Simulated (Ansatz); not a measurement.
**BNH (quartet): one geometry, many settings**

What do other methods and options give for BNH (quartet) at this geometry, and how long do they take?

The runs use Ansatz 0.2.0, Gaussian basis; the settings change from run to run.

22 further runs of the same task are left out: 1 for a mislabelled method, 7 that didn't finish, 14 set aside as unsound or not needed.

**1. What is computed**

The geometry is a PBE0/def2-TZVP stationary point (not a proven minimum).

3 atoms, charge 0, spin multiplicity 4.

Atoms are counted from 1 here; the program's logs count them from 0.

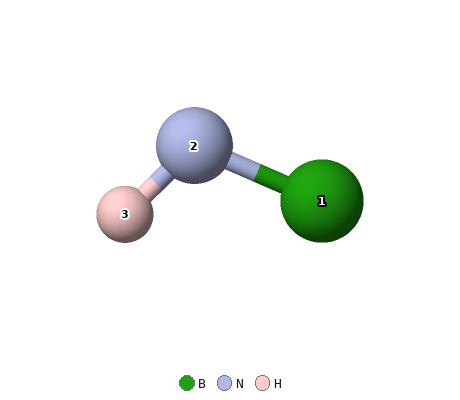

The geometry (boron green, nitrogen light blue, hydrogen pink); atoms are numbered from 1 in the order of the file.

**2. CCSD(T) on UHF/cc-pVDZ**

Contents of in.yaml:

```yaml
crystal:
  periodic: [false, false, false]
  atoms:
    - {symbol: B, position_ang: [0.000000, 0.079752, 0.863775]}
    - {symbol: N, position_ang: [0.000000, -0.117617, -0.587927]}
    - {symbol: H, position_ang: [0.000000, 0.779045, -1.094669]}
basis:
  gaussian: {orbitals: cc-pVDZ}
magnetization: {spin_polarized: true, initial_magnetization: 3}
correlation: {method: ccsd_t, electrons: valence}
scf: {omitted_lower_state_checks: [cluster_reference]}
```

On the command line:

```bash
$ ansatz run in.yaml --threads 1 --pin off --events-out ev --progress --plain --max-ram 2393MiB
```

The log of the run, shortened:

```text
Functional definition: HF
  name "HF"
  cite "Fock, Z. Phys. 61, 126 (1930) doi:10.1007/BF01340294"
  parent pbe
[...]
313 factors; integrals over basis functions are off by at most 1.1e-3 eV
[...]
mean field -2164.35943702 eV, -79.5387422551 hartree, gradient 3.5e-6 eV, S^2 3.756361; 12 other end points of the search recorded, 0 dependent functions left out
2 core orbitals not correlated: weight in the atoms' cores, before any rotation towards them, 1.000 or more for the frozen orbitals, at most 0.000 for the correlated occupied ones
reference -2164.35943702 eV, -79.5387422551 hartree; 6, 3 occupied and 25, 28 virtual orbitals, 313 factors
second order -4.51276031 eV of doubles, -0.00000000 eV of singles
cycle   1  -4.92568371 eV  change   -4.1e-1 eV  update   5.8e-2
[...]
cycle  14  -5.15688872 eV  change    3.3e-6 eV  update   3.2e-6
perturbative correction -0.13900020 eV, -0.0051081630 hartree
Total energy: -2169.65532594 eV, -79.7333625832 hartree
Checks for a lower state left out: cluster_reference
```

It took 1.5 s on 1 thread of AMD EPYC 7B13, shared host.

From the report: ⟨S²⟩ of the determinant 3.756 (pure quartet: 3.75); correlation -5.2959 eV; T1 0.023; largest double amplitude 0.04.

**3. CCSD on UHF/6-31G**

in.yaml, as its differences from that of step 2:

```diff
@@ -7,5 +7,4 @@
 basis:
-  gaussian: {orbitals: cc-pVDZ}
+  gaussian: {orbitals: 6-31G}
 magnetization: {spin_polarized: true, initial_magnetization: 3}
-correlation: {method: ccsd_t, electrons: valence}
-scf: {omitted_lower_state_checks: [cluster_reference]}
+correlation: {method: ccsd, electrons: outside_noble_gas}
```

Launched as before.

The log of the run, shortened:

```text
Functional definition: HF
  name "HF"
  cite "Fock, Z. Phys. 61, 126 (1930) doi:10.1007/BF01340294"
  parent pbe
[...]
290 factors; integrals over basis functions are off by at most 2.5e-4 eV
[...]
mean field -2163.19899087 eV, -79.4960966454 hartree, gradient 2.5e-6 eV, S^2 3.754312; 18 other end points of the search recorded, 0 dependent functions left out
determinant -2163.19899087 eV, -79.4960966454 hartree, with singles and doubles -2166.43865140 eV, -79.6151519740 hartree
determinant -2163.19871718 eV, -79.4960865877 hartree, with singles and doubles -2166.43882571 eV, -79.6151583800 hartree
determinant -2162.95657795 eV, -79.4871881349 hartree, with singles and doubles -2166.16551415 eV, -79.6051143652 hartree
determinant -2162.51090484 eV, -79.4708099503 hartree, with singles and doubles -2165.90847333 eV, -79.5956682892 hartree
determinant -2161.54885383 eV, -79.4354552279 hartree, with singles and doubles -2164.65102619 eV, -79.5494579594 hartree
determinant -2163.19899087 eV, -79.4960966454 hartree, with singles and doubles -2166.44074970 eV, -79.6152290851 hartree
determinant -2163.19871718 eV, -79.4960865877 hartree, with singles and doubles -2166.44098872 eV, -79.6152378689 hartree
determinant -2162.95657795 eV, -79.4871881349 hartree, with singles and doubles -2166.19254690 eV, -79.6061078005 hartree
determinant -2162.51090484 eV, -79.4708099503 hartree, with singles and doubles -2165.96372059 eV, -79.5976985888 hartree
2 core orbitals not correlated: weight in the atoms' cores, before any rotation towards them, 1.000 or more for the frozen orbitals, at most 0.000 for the correlated occupied ones
reference -2163.19871718 eV, -79.4960865877 hartree; 6, 3 occupied and 12, 15 virtual orbitals, 290 factors
second order -2.75784689 eV of doubles, -0.00000000 eV of singles
cycle   1  -3.24227242 eV  change   -8.8e-7 eV  update   1.6e-6
Total energy: -2166.44098960 eV, -79.6152379014 hartree
```

Run time: 1.4 s. Hardware: 1 thread of AMD EPYC 7B13, shared host.

From the report: ⟨S²⟩ of the determinant 3.754 (pure quartet: 3.75); correlation -3.2423 eV; T1 0.022; largest double amplitude 0.05.

**4. CASSCF(3,6)/cc-pVDZ**

Contents of in.yaml:

```yaml
crystal:
  periodic: [false, false, false]
  atoms:
    - {symbol: B, position_ang: [0.000000, 0.079752, 0.863775]}
    - {symbol: N, position_ang: [0.000000, -0.117617, -0.587927]}
    - {symbol: H, position_ang: [0.000000, 0.779045, -1.094669]}
basis:
  gaussian: {orbitals: cc-pVDZ}
magnetization: {spin_polarized: false, initial_magnetization: 3}
correlation: {active_space: {window: {electrons: 3, orbitals: 6}, states: [{multiplicity: 4, weights: [1, 1, 1]}]}}
scf: {lower_state_search: off}
output: {forces: true}
```

Launched as before.

The log of the run, shortened:

```text
Functional definition: HF
  name "HF"
  cite "Fock, Z. Phys. 61, 126 (1930) doi:10.1007/BF01340294"
  parent pbe
[...]
606 factors; integrals over basis functions are off by at most 1.4e-7 eV
[...]
mean field -2164.25715355 eV, -79.5349834067 hartree, gradient 2.5e-6 eV, S^2 3.750000; 0 other end points of the search recorded, 0 dependent functions left out
reference -2164.25715355 eV, -79.5349834067 hartree; 8, 5 occupied and 25, 28 virtual orbitals, 606 factors
state -2164.17289450 eV, -79.5318869438 hartree
state -2163.88895630 eV, -79.5214524076 hartree
state -2158.68277992 eV, -79.3301289542 hartree
[...]
Total energy: -2162.24821024 eV, -79.4611561019 hartree
Atom 0 at     0.000000     0.079752     0.863775 Å, force     0.000000    -0.097770    -0.982877 eV/Å
Atom 1 at     0.000000    -0.117617    -0.587927 Å, force     0.000000    -0.734316     1.395068 eV/Å
Atom 2 at     0.000000     0.779045    -1.094669 Å, force    -0.000000     0.832086    -0.412191 eV/Å
Dipole moment:     0.000000     0.105473     0.269864 e Å
Checks for a lower state left out: stability, starts, cluster_reference, orbital_swaps, neighbouring_geometries, increment
```

It took 0.52 s on 1 thread of AMD EPYC 7B13, shared host.

From the report: 20 determinants; active occupations (of the averaged states) 1.00, 0.99, 0.34, 0.33, 0.33, 0.00.

**5. MRCISD+Q(relaxed)(9,6)/cc-pVDZ**

Contents of in.yaml:

```yaml
crystal:
  periodic: [false, false, false]
  atoms:
    - {symbol: B, position_ang: [0.000000, 0.079752, 0.863775]}
    - {symbol: N, position_ang: [0.000000, -0.117617, -0.587927]}
    - {symbol: H, position_ang: [0.000000, 0.779045, -1.094669]}
basis:
  gaussian: {orbitals: cc-pVDZ}
magnetization: {spin_polarized: false, initial_magnetization: 3}
correlation: {method: fic_mrcisd_q_relaxed, electrons: outside_noble_gas, active_space: {window: {electrons: 9, orbitals: 6}, states: [{multiplicity: 4, weights: [1, 1]}], root: 0}}
```

The command is unchanged.

The log of the run, shortened:

```text
Functional definition: HF
  name "HF"
  cite "Fock, Z. Phys. 61, 126 (1930) doi:10.1007/BF01340294"
  parent pbe
[...]
606 factors; integrals over basis functions are off by at most 1.4e-7 eV
[...]
mean field -2164.25715355 eV, -79.5349834067 hartree, gradient 2.5e-6 eV, S^2 3.750000; 12 other end points of the search recorded, 0 dependent functions left out
reference -2164.25715355 eV, -79.5349834067 hartree; 8, 5 occupied and 25, 28 virtual orbitals, 606 factors
state -2164.21533592 eV, -79.5334466374 hartree
state -2163.31492164 eV, -79.5003570228 hartree
contracted CI cycle   1: correlation 0.00000000 eV, 0.0000000000 hartree, residual 2.09e1 eV
contracted CI cycle   2: correlation -4.83772660 eV, -0.1777831733 hartree, residual 3.32e0 eV
contracted CI cycle   3: correlation -5.00906602 eV, -0.1840797808 hartree, residual 1.21e0 eV
[...]
contracted CI cycle   4: correlation -5.12743804 eV, -0.1884298723 hartree, residual 4.55e-1 eV
contracted CI cycle   5: correlation -5.13165852 eV, -0.1885849723 hartree, residual 1.97e-1 eV
contracted CI cycle   6: correlation -5.13251846 eV, -0.1886165746 hartree, residual 8.70e-2 eV
contracted CI cycle   7: correlation -5.13269767 eV, -0.1886231604 hartree, residual 3.96e-2 eV
contracted CI cycle   8: correlation -5.13274145 eV, -0.1886247692 hartree, residual 2.01e-2 eV
contracted CI cycle   9: correlation -5.13275121 eV, -0.1886251279 hartree, residual 1.04e-2 eV
contracted CI cycle  10: correlation -5.13275336 eV, -0.1886252067 hartree, residual 4.05e-3 eV
contracted CI cycle  11: correlation -5.13275367 eV, -0.1886252183 hartree, residual 1.37e-3 eV
contracted CI cycle  12: correlation -5.13275371 eV, -0.1886252196 hartree, residual 4.55e-4 eV
state -2163.31492164 eV, -79.5003570228 hartree; corrected -2168.88843989 eV, -79.7051800407 hartree
Total energy: -2169.62639935 eV, -79.7322995505 hartree
```

It took 1.8 s on 1 thread of AMD EPYC 7B13, shared host.

From the report: 10 determinants; active occupations (of the averaged states) 2.00, 2.00, 1.50, 1.50, 1.00, 1.00.

**6. CISD/6-31G***

Contents of in.yaml:

```yaml
crystal:
  periodic: [false, false, false]
  atoms:
    - {symbol: B, position_ang: [0.000000, 0.079752, 0.863775]}
    - {symbol: N, position_ang: [0.000000, -0.117617, -0.587927]}
    - {symbol: H, position_ang: [0.000000, 0.779045, -1.094669]}
basis:
  gaussian: {orbitals: "6-31G*"}
magnetization: {spin_polarized: false, initial_magnetization: 3}
correlation: {active_space: {ras: {orbitals: [3, 3, 24], electrons: 9, max_holes: 2, max_particles: 2}, fixed_orbitals: true}}
scf: {lower_state_search: off}
```

The command is unchanged.

The log of the run:

```text
Functional definition: HF
  name "HF"
  cite "Fock, Z. Phys. 61, 126 (1930) doi:10.1007/BF01340294"
  parent pbe
  exchange = exact_x
  correlation = 0
these checks for a lower state are left out or cut short: stability, starts, cluster_reference, orbital_swaps, neighbouring_geometries, increment
311 factors; integrals over basis functions are off by at most 7.6e-4 eV
mean field evaluation 1: about -2162.3970 eV, gradient 1.2e1 eV
mean field evaluation 2: about -2162.3978 eV, gradient 1.2e1 eV
mean field evaluation 4: about -2163.9173 eV, gradient 1.5e0 eV
mean field evaluation 8: about -2163.9613 eV, gradient 9.7e-2 eV
mean field -2163.96140839 eV, -79.5241149726 hartree, gradient 3.8e-6 eV, S^2 3.750000; 0 other end points of the search recorded, 0 dependent functions left out
reference -2163.96140839 eV, -79.5241149726 hartree; 8, 5 occupied and 24, 27 virtual orbitals, 311 factors
state -2168.87016179 eV, -79.7045083328 hartree
Total energy: -2168.87016179 eV, -79.7045083328 hartree
Checks for a lower state left out: stability, starts, cluster_reference, orbital_swaps, neighbouring_geometries, increment
```

It took 1.8 s on 1 thread of AMD EPYC 7B13, shared host.

From the report: 36,440 determinants.

**7. CASSCF(3,5)/cc-pVDZ**

Contents of in.yaml:

```yaml
crystal:
  periodic: [false, false, false]
  atoms:
    - {symbol: B, position_ang: [0.000000, 0.079752, 0.863775]}
    - {symbol: N, position_ang: [0.000000, -0.117617, -0.587927]}
    - {symbol: H, position_ang: [0.000000, 0.779045, -1.094669]}
basis:
  gaussian: {orbitals: cc-pVDZ}
magnetization: {spin_polarized: false, initial_magnetization: 3}
hamiltonian: {pseudopotentials: {relativity: none}}
correlation: {active_space: {window: {electrons: 3, orbitals: 5}, states: [{multiplicity: 4, weights: [0.5, 0.5, 1]}], root: 0}}
```

The command is unchanged.

The log of the run:

```text
Functional definition: HF
  name "HF"
  cite "Fock, Z. Phys. 61, 126 (1930) doi:10.1007/BF01340294"
  parent pbe
  exchange = exact_x
  correlation = 0
606 factors; integrals over basis functions are off by at most 1.4e-7 eV
mean field evaluation 1: about -2162.6748 eV, gradient 1.1e1 eV
mean field evaluation 2: about -2162.6763 eV, gradient 1.1e1 eV
mean field evaluation 4: about -2164.2013 eV, gradient 1.6e0 eV
mean field evaluation 8: about -2164.2570 eV, gradient 1.0e-1 eV
mean field evaluation 16: about -2163.9824 eV, gradient 1.8e-2 eV
mean field evaluation 32: about -2164.2508 eV, gradient 1.2e-1 eV
mean field evaluation 64: about -2164.1571 eV, gradient 1.7e0 eV
mean field -2164.25715355 eV, -79.5349834067 hartree, gradient 2.5e-6 eV, S^2 3.750000; 12 other end points of the search recorded, 0 dependent functions left out
reference -2164.25715355 eV, -79.5349834067 hartree; 8, 5 occupied and 25, 28 virtual orbitals, 606 factors
state -2164.03986686 eV, -79.5269982682 hartree
state -2163.77284568 eV, -79.5171854207 hartree
state -2158.68462329 eV, -79.3301966971 hartree
Total energy: -2164.03986686 eV, -79.5269982682 hartree
```

Run time: 1.1 s. Hardware: 1 thread of AMD EPYC 7B13, shared host.

From the report: 10 determinants; active occupations (of the averaged states) 1.00, 0.99, 0.50, 0.26, 0.25.

**8. MRCISD+Q(7,5)/cc-pVDZ**

Contents of in.yaml:

```yaml
crystal:
  periodic: [false, false, false]
  atoms:
    - {symbol: B, position_ang: [0.000000, 0.079752, 0.863775]}
    - {symbol: N, position_ang: [0.000000, -0.117617, -0.587927]}
    - {symbol: H, position_ang: [0.000000, 0.779045, -1.094669]}
basis:
  gaussian: {orbitals: cc-pVDZ}
magnetization: {spin_polarized: false, initial_magnetization: 3}
correlation: {method: fic_mrcisd_q, electrons: outside_noble_gas, active_space: {window: {electrons: 7, orbitals: 5}}}
```

Same command.

The log of the run, shortened:

```text
Functional definition: HF
  name "HF"
  cite "Fock, Z. Phys. 61, 126 (1930) doi:10.1007/BF01340294"
  parent pbe
[...]
313 factors; integrals over basis functions are off by at most 1.1e-3 eV
[...]
mean field -2164.25712447 eV, -79.5349823379 hartree, gradient 2.5e-6 eV, S^2 3.750000; 12 other end points of the search recorded, 0 dependent functions left out
reference -2164.25712447 eV, -79.5349823379 hartree; 8, 5 occupied and 25, 28 virtual orbitals, 313 factors
state -2164.26093271 eV, -79.5351222884 hartree
contracted CI cycle   1: correlation 0.00000000 eV, 0.0000000000 hartree, residual 2.08e1 eV
contracted CI cycle   2: correlation -4.80973511 eV, -0.1767545050 hartree, residual 3.06e0 eV
contracted CI cycle   3: correlation -4.96006755 eV, -0.1822791202 hartree, residual 7.90e-1 eV
contracted CI cycle   4: correlation -4.97174195 eV, -0.1827081467 hartree, residual 2.39e-1 eV
contracted CI cycle   5: correlation -4.97286591 eV, -0.1827494513 hartree, residual 8.23e-2 eV
contracted CI cycle   6: correlation -4.97299971 eV, -0.1827543684 hartree, residual 2.88e-2 eV
contracted CI cycle   7: correlation -4.97301431 eV, -0.1827549052 hartree, residual 9.85e-3 eV
contracted CI cycle   8: correlation -4.97301595 eV, -0.1827549652 hartree, residual 3.20e-3 eV
contracted CI cycle   9: correlation -4.97301612 eV, -0.1827549717 hartree, residual 1.23e-3 eV
contracted CI cycle  10: correlation -4.97301615 eV, -0.1827549727 hartree, residual 4.77e-4 eV
state -2164.26093271 eV, -79.5351222884 hartree; corrected -2169.59136888 eV, -79.7310122045 hartree
Total energy: -2169.59136888 eV, -79.7310122045 hartree
```

Run time: 1.3 s. Hardware: 1 thread of AMD EPYC 7B13, shared host.

From the report: 6 determinants; active occupations 2.00, 2.00, 1.00, 1.00, 1.00.

**9. NEVPT2(5,8)/cc-pVDZ**

in.yaml, as its differences from that of step 8:

```diff
@@ -9,2 +9,3 @@
 magnetization: {spin_polarized: false, initial_magnetization: 3}
-correlation: {method: fic_mrcisd_q, electrons: outside_noble_gas, active_space: {window: {electrons: 7, orbitals: 5}}}
+correlation: {method: sc_nevpt2, electrons: all, active_space: {window: {electrons: 5, orbitals: 8}}}
+output: {forces: true}
```

Same command.

The log of the run, shortened:

```text
Functional definition: HF
  name "HF"
  cite "Fock, Z. Phys. 61, 126 (1930) doi:10.1007/BF01340294"
  parent pbe
[...]
313 factors; integrals over basis functions are off by at most 1.1e-3 eV
[...]
mean field -2164.25712447 eV, -79.5349823379 hartree, gradient 2.5e-6 eV, S^2 3.750000; 12 other end points of the search recorded, 0 dependent functions left out
reference -2164.25712447 eV, -79.5349823379 hartree; 8, 5 occupied and 25, 28 virtual orbitals, 313 factors
state -2165.25186903 eV, -79.5715385264 hartree
state -2165.25186903 eV, -79.5715385264 hartree; corrected -2169.09857149 eV, -79.7129022344 hartree
state -2165.21341018 eV, -79.5701251898 hartree
state -2165.21341018 eV, -79.5701251898 hartree; corrected -2168.75863935 eV, -79.7004099588 hartree
state -2165.25186903 eV, -79.5715385264 hartree; corrected -2169.09857149 eV, -79.7129022344 hartree
the orbitals are reached from a further start. From the first start the search ends at -2165.21304400 eV, -79.5701117328 hartree
[...]
Total energy: -2169.09857149 eV, -79.7129022344 hartree
Atom 0 at     0.000000     0.079752     0.863775 Å, force    -0.000000     0.236161     0.895629 eV/Å
Atom 1 at     0.000000    -0.117617    -0.587927 Å, force     0.000000    -0.301419    -1.043953 eV/Å
Atom 2 at     0.000000     0.779045    -1.094669 Å, force    -0.000000     0.065258     0.148325 eV/Å
Dipole moment:     0.000000     0.269105    -0.130244 e Å
```

Wall time 4.8 s (1 thread of AMD EPYC 7B13, shared host).

From the report: 300 determinants; active occupations 1.97, 1.00, 1.00, 0.99, 0.02, 0.01, 0.00, 0.00.

**10. CCSDT(Q)/B on ROHF/cc-pVDZ**

in.yaml, as its differences from that of step 9:

```diff
@@ -9,3 +9,2 @@
 magnetization: {spin_polarized: false, initial_magnetization: 3}
-correlation: {method: sc_nevpt2, electrons: all, active_space: {window: {electrons: 5, orbitals: 8}}}
-output: {forces: true}
+correlation: {method: ccsdt_q_b, electrons: outside_noble_gas}
```

Launched as before.

The log of the run, shortened:

```text
Functional definition: HF
  name "HF"
  cite "Fock, Z. Phys. 61, 126 (1930) doi:10.1007/BF01340294"
  parent pbe
[...]
606 factors; integrals over basis functions are off by at most 1.4e-7 eV
[...]
mean field -2164.25715355 eV, -79.5349834067 hartree, gradient 2.5e-6 eV, S^2 3.750000; 13 other end points of the search recorded, 0 dependent functions left out
[...]
determinant -2164.25715355 eV, -79.5349834067 hartree, with singles and doubles -2169.51181366 eV, -79.7280886041 hartree
determinant -2163.98242863 eV, -79.5248874523 hartree, with singles and doubles -2169.21156641 eV, -79.7170547212 hartree
determinant -2163.38894674 eV, -79.5030773951 hartree, with singles and doubles -2168.73333736 eV, -79.6994801278 hartree
determinant -2162.29795714 eV, -79.4629842667 hartree, with singles and doubles -2167.53052268 eV, -79.6552775035 hartree
determinant -2164.25715355 eV, -79.5349834067 hartree, with singles and doubles -2169.51411562 eV, -79.7281731994 hartree
determinant -2163.98242863 eV, -79.5248874523 hartree, with singles and doubles -2169.21902146 eV, -79.7173286891 hartree
2 core orbitals not correlated: weight in the atoms' cores, before any rotation towards them, 1.000 or more for the frozen orbitals, at most 0.000 for the correlated occupied ones
reference -2164.25715355 eV, -79.5349834067 hartree; 6, 3 occupied and 25, 28 virtual orbitals, 606 factors
second order -4.55348269 eV of doubles, -0.06957934 eV of singles
cycle   1  -5.03162208 eV  change   -4.1e-1 eV  update   6.4e-2
[...]
cycle  21  -5.42420573 eV  change    2.6e-7 eV  update   7.0e-7
perturbative correction -0.01010285 eV, -0.0003712730 hartree
Total energy: -2169.69146213 eV, -79.7346905635 hartree
```

It took 13 s on 1 thread of AMD EPYC 7B13, shared host.

From the report: correlation -5.4343 eV; T1 0.028; largest double amplitude 0.08.

**11. All runs side by side**

Where basis and cores are those of an earlier UCCSDT(Q)/cc-pVDZ run (-2169.6933 eV), and the state is the same kind, the miss against it is given.

| level | correlated | functions | energy (eV) | from UCCSDT(Q) (meV) | time |
| --- | --- | --- | --- | --- | --- |
| CCSD(T) on UHF/cc-pVDZ | valence | 33 | -2169.6553 | 38.0 | 1.5 s |
| CCSD on UHF/6-31G | outside noble gas | 20 | -2166.4410 |  | 1.4 s |
| CASSCF(3,6)/cc-pVDZ (mean of several states) |  | 33 | -2162.2482 |  | 0.52 s |
| MRCISD+Q(relaxed)(9,6)/cc-pVDZ (lowest root of an average) | outside noble gas | 33 | -2169.6264 |  | 1.8 s |
| CISD/6-31G* | valence | 32 | -2168.8702 |  | 1.8 s |
| CASSCF(3,5)/cc-pVDZ (lowest root of an average) |  | 33 | -2164.0399 |  | 1.1 s |
| MRCISD+Q(7,5)/cc-pVDZ | outside noble gas | 33 | -2169.5914 | 102.0 | 1.3 s |
| NEVPT2(5,8)/cc-pVDZ | all | 33 | -2169.0986 |  | 4.8 s |
| CCSDT(Q)/B on ROHF/cc-pVDZ | outside noble gas | 33 | -2169.6915 | 1.9 | 13 s |

**12. What came out**

| quantity | value |
| --- | --- |
| runs | 9 |
| quickest | CASSCF(3,6)/cc-pVDZ (mean of several states), 0.52 s |
| slowest | CCSDT(Q)/B on ROHF/cc-pVDZ, 13 s |

Total energies in different bases, with other cores or another treatment of relativity can't be set against each other. CCSDT(Q)/B on ROHF/cc-pVDZ took 24 times as long as CASSCF(3,6)/cc-pVDZ (mean of several states); the jobs differ in more than the method. Among the correlated runs with a miss given, it spans +2 to +102 meV.
